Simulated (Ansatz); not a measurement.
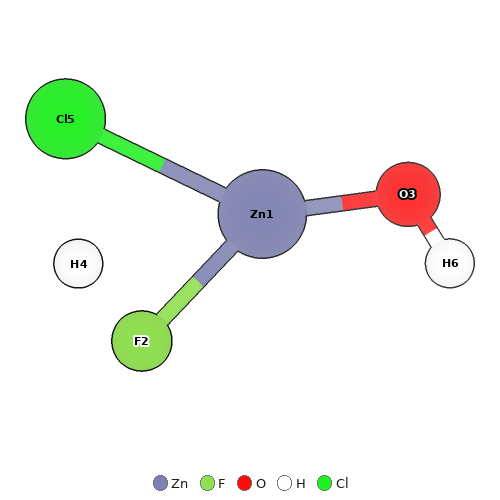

The system is the reacting system ClFH2OZn (fragments FHOZn + ClH where the first distance is long, ClHOZn + FH where the second is long); the picture shows the reference structure. First axis: distance Zn1–Cl5 (bond that forms). Second axis: distance H4–Cl5 (bond that breaks). Relaxed at each point: all other coordinates. The grid has 9 × 9 points. Points are written as (first, second). Energies are in kJ/mol, from a guessed transition structure relaxed with its forming and breaking bonds held. The reference is spin-restricted, so regions where a bond is pulled apart into radicals lie too high. All numbers below come from RKS PBE0-D4/def2-SVP (Ansatz 0.2.0).

Its coordinates:

| atom | x (Å) | y (Å) | z (Å) |
| --- | --- | --- | --- |
| Zn | -0.0048 | -0.3434 | -0.2190 |
| F | 0.2304 | 1.1757 | 1.2520 |
| O | 0.3120 | -2.0670 | -0.5018 |
| H | -0.2925 | 1.8543 | 0.4151 |
| Cl | -0.9769 | 1.8789 | -1.1971 |
| H | 0.7318 | -2.4985 | 0.2508 |

Range: distance Zn1–Cl5 (bond that forms) from 2.016 to 3.516 Å; distance H4–Cl5 (bond that breaks) from 1.197 to 2.397 Å.

Q: Predict the map.

A: The lowest grid point is at (2.127 Å, 2.213 Å), −85 kJ/mol from a guessed transition structure relaxed with its forming and breaking bonds held. It is the only kind of minimum in the scanned range. The highest grid point, (3.516 Å, 2.397 Å), lies 243 kJ/mol above the lowest.

```
second ↓, first →  2.016  2.127  2.281  2.456  2.647  2.850  3.063  3.285  3.516
            2.397    −70    −83    −75    −46     −5     40     84    123    158
            2.213    −71    −85    −79    −52    −13     29     70    107    138
            2.035    −68    −84    −80    −55    −20     19     56     89    116
            1.864    −60    −78    −76    −56    −24     10     42     69     90
            1.702    −44    −64    −67    −51    −25      2     27     47     62
            1.549    −16    −40    −49    −40    −24     −7      9     21     29
            1.409     24     −7    −25    −28    −24    −17    −10     −4      1
            1.286     69     30      0    −15    −19    −17    −14    −10     −7
            1.197    110     65     30     12      5      5      7     11     14
```

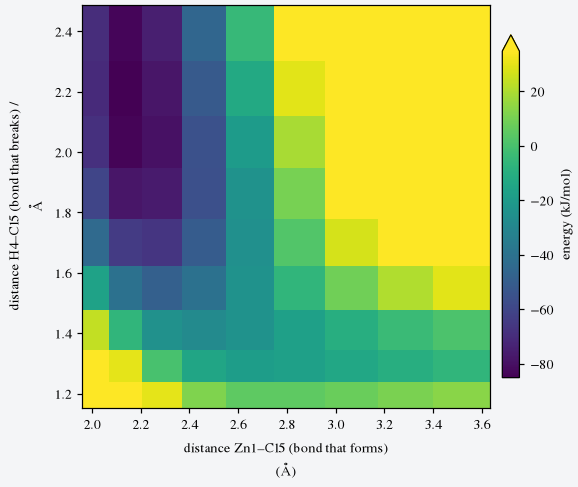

In the figure: one coloured cell a grid point, one colour for all values above the top of the scale.

Time for the 81 points that were run: 27 min on 1 thread of Arm Neoverse V1 (shared host).
